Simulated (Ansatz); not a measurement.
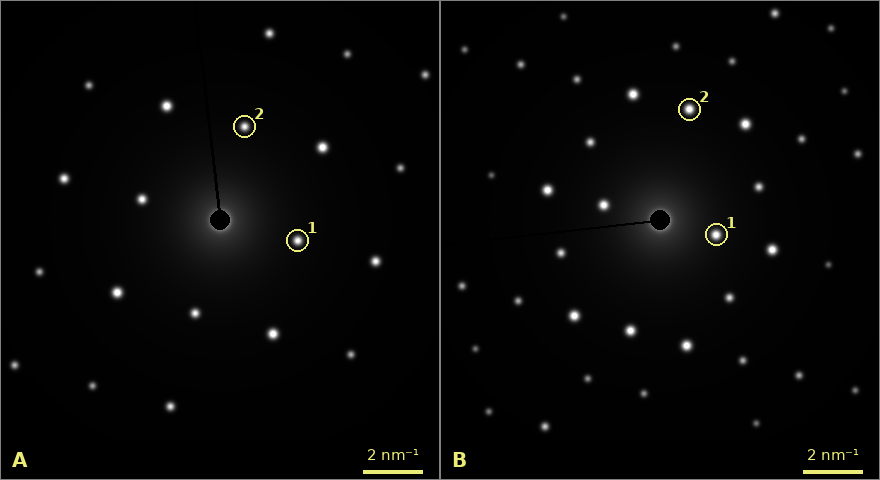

Kinematic electron diffraction patterns (200 kV, B = 0.5 Å², same scale) along [001] of the run's own cell, for the start and the end of one relaxation of Si2I with DFT PBE, scalar-relativistic, plane waves, PAW in Ansatz. k mesh 8×8×8. The start is a generated model structure, and the relaxation ends in the nearest stationary point of its symmetry, not necessarily the ground state. Spot 1 is -1 1 0 and spot 2 is -1 -1 0 in both.

Start structure:

```yaml
crystal:
  lattice:
    - [-3.53077, 3.53077, 2.93902]
    - [3.53077, -3.53077, 2.93902]
    - [3.53077, 3.53077, -2.93902]
  atoms:
    - { symbol: Si, position: [0.66700, 0.16700, 0.83400] }
    - { symbol: Si, position: [0.16700, 0.33300, 0.50000] }
    - { symbol: Si, position: [0.33300, 0.83300, 0.16600] }
    - { symbol: Si, position: [0.83300, 0.66700, 0.50000] }
    - { symbol: I, position: [0.25000, 0.25000, 0.00000] }
    - { symbol: I, position: [0.75000, 0.75000, 0.00000] }
```

**Which pattern belongs to the start structure, and which to the relaxed one?**

B is the start: its cell gives d(1) = 4.993 Å, d(2) = 2.533 Å and an angle of 90.0°. A is the relaxed structure, with d(1) = 3.601 Å (-27.9 %), d(2) = 3.007 Å (+18.7 %) and 90.0°.

**Name reflections whose intensity changes strongly on relaxation.**

1 -2 0, 1 2 0 fade out of sight; 1 1 0 goes from 91 to 47 % of the strongest spot. The relaxed structure has a primitive cell 2 times smaller; the reflections that this extinguishes don't lie in this zone.

**Summarise the relaxation behind the change.**

The volume changed by -3.2 % to 23.63 Å³ an atom; with the mean shift removed, the atoms moved by up to 0.60 Å relative to the cell (Si most); the space group went from I4/mcm (No. 140) to P4/mmm (No. 123); the free energy fell by 970 meV an atom. Relaxed cell: a = 6.546 Å, b = 6.546 Å, c = 6.546 Å, α = 134.21°, β = 134.21°, γ = 66.75°.
